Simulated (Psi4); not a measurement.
**triplet SiCl3F: levels of theory compared**

Wanted: a comparison of 3 runs (UHF/STO-3G, UHF/3-21G, UB3LYP/6-31G*) of triplet SiCl3F. 

The results are computed with Psi4 1.11.

**1. The molecule**

SiCl3F: 5 atoms, total charge 0, spin state triplet. SMILES of the parent species: `F[Si](Cl)(Cl)Cl`. Geometry: relaxed at PBE0-D4/def2-TZVP. That shape belongs to the parent species and isn't relaxed for this state.

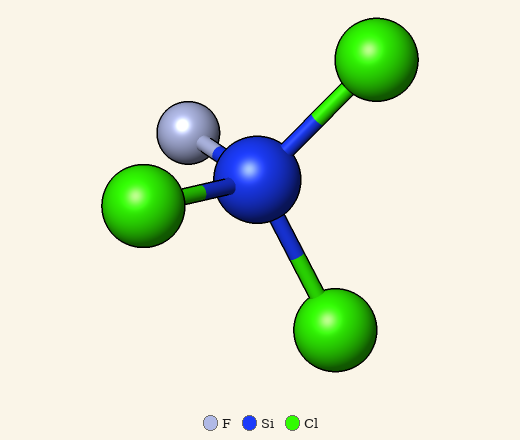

Viewed from a chosen angle; fluorine light blue, silicon blue, chlorine green.

**2. The energy at UHF/STO-3G (run 1)**

Contents of cl3fsi.dat:

```
memory 2200 MB

molecule {
  0 3
  F      0.865040    -0.916770     1.050170
  Si     0.034630    -0.036690     0.042040
  Cl    -1.606480     0.640470     0.993830
  Cl    -0.482630    -1.187850    -1.527970
  Cl     1.189430     1.500840    -0.558060
  units angstrom
  symmetry c1
  no_reorient
  no_com
}

set globals {
  basis         STO-3G
  reference     uhf
  puream        true
  e_convergence 1e-09
  d_convergence 1e-08
  scf_type      pk
  maxiter       100
}

E, wfn = energy("hf", return_wfn=True)
oeprop(wfn, "WIBERG_LOWDIN_INDICES", "LOWDIN_CHARGES", "QUADRUPOLE", title="HF")
```

On the command line:

```
$ psi4 -n 1 cl3fsi.dat cl3fsi.out
```

cl3fsi.out:

```text
[...]
  Running in c1 symmetry.
[...]
  Nuclear repulsion =  451.587218960179257
[...]
  Multiplicity = 3
[...]
  Nalpha       = 38
  Nbeta        = 36
[...]
    Number of basis functions: 41
[...]
   @UHF iter   1: -1747.11513330343246   -9.57801e-01   6.76141e-03 ADIIS/DIIS
[...]
   @UHF iter  13: -1747.19726041442391   -8.86757e-12   9.04234e-09 DIIS
[...]
   @S^2 Observed:                2.007620331E+00
[...]
  @UHF Final Energy: -1747.19726041442391
   => Energetics <=
    Nuclear Repulsion Energy =            451.5872189601792570
    One-Electron Energy =               -3325.9331344358638489
    Two-Electron Energy =                1127.1486550612607971
    Total Energy =                      -1747.1972604144239085
  UHF NO Occupations:
  HONO-2 :   36  A 1.9983254
  HONO-1 :   37  A 1.0000000
[...]
 Multipole Moments:
 ------------------------------------------------------------------------------------
     Multipole            Electronic (a.u.)      Nuclear  (a.u.)        Total (a.u.)
 ------------------------------------------------------------------------------------
 L = 1.  Multiply by 2.5417464519 to convert [e a0] to [Debye]
 Dipole X            :         13.5212028          -13.2741544            0.2470484
 Dipole Y            :        -14.3294195           14.0675559           -0.2618636
 Dipole Z            :         16.4141596          -16.1142805            0.2998792
 Magnitude           :                                                    0.4685434
 L = 2.  Multiply by 1.3450342976 to convert [e a0^2] to [Debye ang]
 Quadrupole XX       :       -320.6459929          280.8112024          -39.8347905
 Quadrupole XY       :        -55.2938545           55.1618960           -0.1319585
[...]
```

It took 2.3 s on 1 thread of Intel Xeon 6975P-C (Granite Rapids), shared host; peak memory 0.19 GiB.

**3. Energy and gradient at UHF/3-21G (run 2)**

Contents of run.py:

```python
import psi4

psi4.set_memory(2200000000)
psi4.set_num_threads(1)
psi4.core.set_output_file('output.dat', False)

geom = psi4.geometry("""
0 3
F      1.63468869    -1.73244422     1.98453368
Si     0.06544122    -0.06933405     0.07944409
Cl    -3.03580722     1.21031289     1.87806651
Cl    -0.91203852    -2.24471118    -2.88744483
Cl     2.24769694     2.83617656    -1.05458056
units au
symmetry c1
""")

psi4.set_options({
    'reference': 'uhf',
    'puream': True,
    'e_convergence': 1e-09,
    'd_convergence': 1e-08,
    'scf_type': 'pk',
    'maxiter': 100,
})

e_tot, wfn = psi4.gradient('hf/3-21G', molecule=geom, return_wfn=True)
psi4.oeprop(wfn, 'MULLIKEN_CHARGES', 'LOWDIN_CHARGES', 'DIPOLE')
print('gradient / Eh bohr^-1')
print(e_tot.np.round(6))
print(f'energy = {wfn.energy():.10f} Eh')
```

On the command line:

```
$ python run.py
```

output.dat:

```text
[...]
  Running in c1 symmetry.
[...]
  Nuclear repulsion =  451.587219256816581
[...]
  Multiplicity = 3
[...]
  Nalpha       = 38
  Nbeta        = 36
[...]
    Number of basis functions: 61
[...]
   @UHF iter   1: -1757.98049184329375    3.53537e-01   5.34816e-03 DIIS/ADIIS
[...]
   @UHF iter  16: -1758.04457673580964   -1.81899e-12   5.51243e-09 DIIS
[...]
   @S^2 Observed:                2.025830665E+00
[...]
  @UHF Final Energy: -1758.04457673580964
   => Energetics <=
    Nuclear Repulsion Energy =            451.5872192568165815
    One-Electron Energy =               -3334.2825920976429188
    Two-Electron Energy =                1124.6507961050165250
    Total Energy =                      -1758.0445767358096418
  UHF NO Occupations:
  HONO-2 :   36  A 1.9949735
  HONO-1 :   37  A 1.0000000
[...]
  -Total Gradient:
     Atom            X                  Y                   Z
    ------   -----------------  -----------------  -----------------
       1       -0.025054866317     0.026556235559    -0.030418461254
       2       -0.014954364424     0.015844695355    -0.018158177885
       3        0.109975990371    -0.037994418878    -0.084241229177
       4        0.026854571607     0.097230245422     0.102275911786
       5       -0.096821331251    -0.101636757457     0.030541956547
[...]
```

On the terminal:

```text
gradient / Eh bohr^-1
[[-0.025055  0.026556 -0.030418]
 [-0.014954  0.015845 -0.018158]
 [ 0.109976 -0.037994 -0.084241]
 [ 0.026855  0.09723   0.102276]
 [-0.096821 -0.101637  0.030542]]
energy = -1758.0445767358 Eh
```

It took 2.2 s on 1 thread of Intel Xeon 6975P-C (Granite Rapids), shared host; peak memory 0.21 GiB.

**4. A single-point energy at UB3LYP/6-31G(d) (spherical functions) (run 3)**

Contents of input.inp:

```
memory 2200 mb

molecule m {
  0 3
  F      0.865040    -0.916770     1.050170
  Si     0.034630    -0.036690     0.042040
  Cl    -1.606480     0.640470     0.993830
  Cl    -0.482630    -1.187850    -1.527970
  Cl     1.189430     1.500840    -0.558060
  units angstrom
  symmetry c1
}

set basis 6-31G*
set reference uks
set puream true
set e_convergence 1e-09
set d_convergence 1e-08
set scf_type pk
set dft_radial_points 99
set dft_spherical_points 590
set maxiter 100

energy("b3lyp")
print_variables()
```

On the command line:

```
$ psi4 -n 1 input.inp input.out
```

input.out:

```text
[...]
  Running in c1 symmetry.
[...]
  Nuclear repulsion =  451.587218960179257
[...]
  Multiplicity = 3
[...]
  Nalpha       = 38
  Nbeta        = 36
[...]
    Number of basis functions: 86
[...]
   @UKS iter   1: -1769.76861422696470    3.91901e-01   5.08837e-03 DIIS/ADIIS
[...]
   @UKS iter  14: -1769.84977656821047   -5.91172e-12   4.75938e-09 DIIS
[...]
   @S^2 Observed:                2.004393294E+00
[...]
  @UKS Final Energy: -1769.84977656821047
   => Energetics <=
    Nuclear Repulsion Energy =            451.5872189601792570
    One-Electron Energy =               -3346.7592968598005427
    Two-Electron Energy =                1219.0949454774888636
    DFT Exchange-Correlation Energy =     -93.7726441460778375
    Empirical Dispersion Energy =           0.0000000000000000
    VV10 Nonlocal Energy =                  0.0000000000000000
    Total Energy =                      -1769.8497765682104728
[...]
 Multipole Moments:
 ------------------------------------------------------------------------------------
     Multipole            Electronic (a.u.)      Nuclear  (a.u.)        Total (a.u.)
 ------------------------------------------------------------------------------------
 L = 1.  Multiply by 2.5417464519 to convert [e a0] to [Debye]
 Dipole X            :          0.2471971           -0.3311685           -0.0839714
 Dipole Y            :         -0.2620411            0.3509818            0.0889406
 Dipole Z            :          0.3001451           -0.4020455           -0.1019004
 Magnitude           :                                                    0.1592022
[...]
```

Run time: 15 s. Hardware: 1 thread of Intel Xeon 6975P-C (Granite Rapids), shared host; peak memory 0.83 GiB.

**5. Overview of the runs**

| run | level | task | integration grid | energy (Eh) | dipole moment (D) | HOMO energy (eV) | ⟨S²⟩ | wall time |
| --- | --- | --- | --- | --- | --- | --- | --- | --- |
| 1 | UHF/STO-3G | energy | – | -1747.197260 | 1.19 | -2.31 | 2.008 | 2.3 s |
| 2 | UHF/3-21G | gradient | – | -1758.044577 | 0.14 | -5.38 | 2.026 | 2.2 s |
| 3 | UB3LYP/6-31G* (spherical functions) | energy | 99 radial × 590 angular | -1769.849777 | 0.40 | -2.05 | 2.004 | 15 s |

**6. Outcome**

| quantity | value |
| --- | --- |
| run 3: total energy | -1769.84978 Eh |
| run 3: dipole moment | 0.40 D |
| run 3: HOMO energy (highest over α and β) | -2.05 eV |
| run 3: ⟨S²⟩ | 2.004 |

What this shows: The dipole moment (its size) runs from 0.14 D (UHF/3-21G) to 1.19 D (UHF/STO-3G). In run 1 the basis is minimal, so the values are rough. All runs together took 20 s, the longest 15 s.
